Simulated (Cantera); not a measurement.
Input: 1 mol PbO, 0.36 mol C, 0.2 mol N2, 0.9 mol CH4, at 7.60 mbar.

These are equilibrium values from Cantera (NASA tables, ideal gas, pure condensed phases), not measurements of a reactor. Candidate condensed phases: C, C6H6, C7H8, C8H18, H2O, Pb, PbO, PbO2, Pb3O4; 139 gas species. Kinetics and transport are ignored.

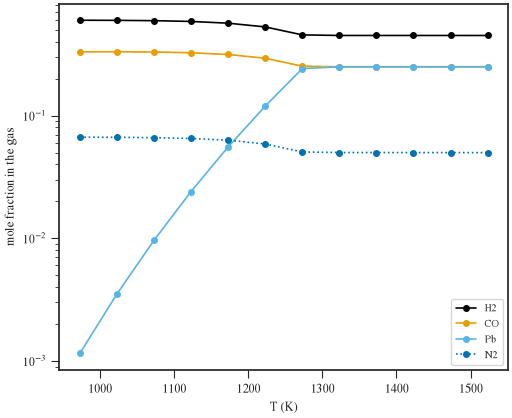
Equilibrium gas composition (values under 1e-9 drawn at 1e-9)

From 973 K to 1273 K the condensed part is C(graphite) + Pb(l). From 1323 K to 1523 K the condensed part is C(graphite). The main Pb-bearing gas is Pb throughout.
